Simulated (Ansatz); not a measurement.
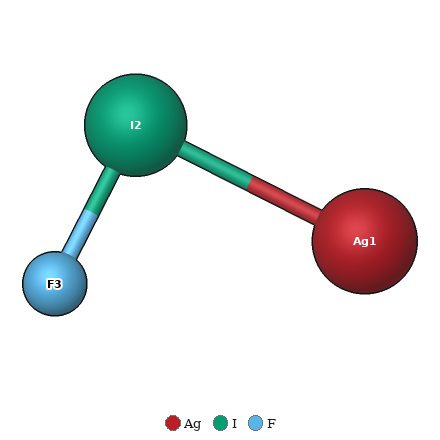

The system is Ag⁺ + IF; the picture shows the reference structure. The first coordinate is: distance Ag1–I2; the second: distance I2–F3. Nothing is relaxed (the angle Ag1–I2–F3 is fixed at 90 degrees). The scan uses an 11 × 11 grid. At 30 points there is no value. Points are written as (first, second). Energies are in kJ/mol, from Ag with charge +1 far from the relaxed IF (each part in its own basis). The reference is spin-restricted, so regions where a bond is pulled apart into radicals lie too high. Computed with RKS PBE-D4/def2-SVPD (Ansatz 0.2.0).

Its coordinates:

```csv
atom,x (Å),y (Å),z (Å)
Ag,-2.8800,0.0000,0.0000
I,0.0000,0.0000,0.0000
F,0.0000,2.0100,0.0000
```

Range: distance Ag1–I2 from 2.272 to 4.272 Å; distance I2–F3 from 1.592 to 3.592 Å.

What will the energy surface look like?

The lowest grid point is at (2.880 Å, 2.010 Å), −121 kJ/mol from Ag with charge +1 far from the relaxed IF (each part in its own basis). Other grid points that lie below all their neighbours: (3.302 Å, 2.010 Å) (27 kJ/mol higher); (3.768 Å, 2.010 Å) (56 kJ/mol higher). The energy also falls towards the edge at (4.272 Å, 2.010 Å) (78 kJ/mol above the lowest), where a further well may lie outside the range. The highest grid point, (4.272 Å, 3.592 Å), lies 430 kJ/mol above the lowest.

```
distance I2–F3 ↓, distance Ag1–I2 →  2.272  2.372  2.519  2.690  2.880  3.084  3.302  3.530  3.768  4.016  4.272
                              3.592    296    256    228    222    231    245    261    276    289    300    309
                              3.336    269      –    200      –    202      –      –      –    260      –    279
                              3.088    231    190    162    156    163    177    192    207    220    231    240
                              2.850    183      –    113      –    113      –      –      –    169      –      –
                              2.622    124     83     54     46     52     65     80     94    108    119    128
                              2.404     59      –    −13      –    −16      –     11      –     39      –     60
                              2.200     −2    −44    −75    −85    −81    −68    −54    −39    −25    −13     −4
                              2.010    −38      –   −115      –   −121      –    −95      –    −65      –    −43
                              1.839    −19    −64    −98      –   −107    −95    −80    −64    −49    −37    −26
                              1.692     87      –      5      –     −4      –     23      –     54      –     78
                              1.592    247    200    163    150    153      –    181    197    213    226    237
```

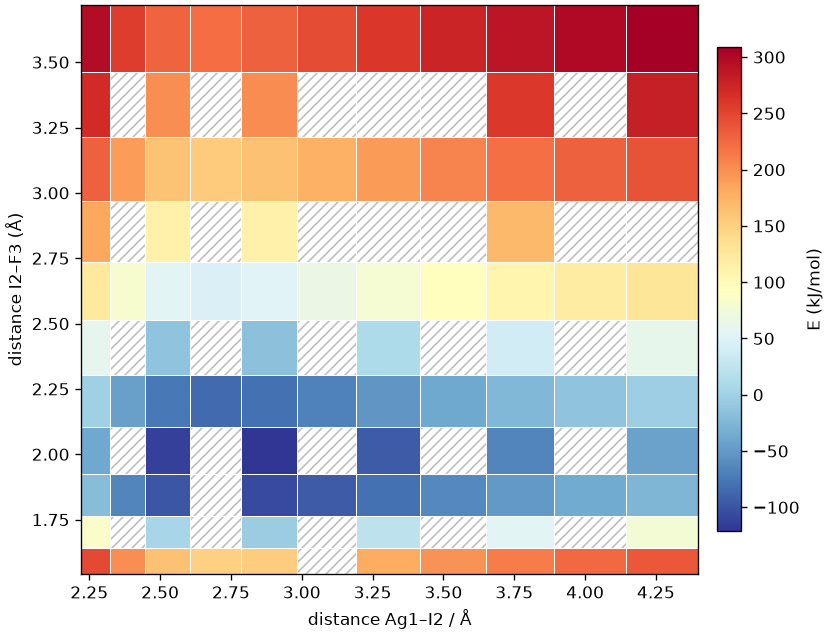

In the figure: one coloured cell a grid point, hatched blanks where no value was computed.

The whole map (91 points run) took 14 min on 1 thread of Arm Neoverse V2, on a shared host.
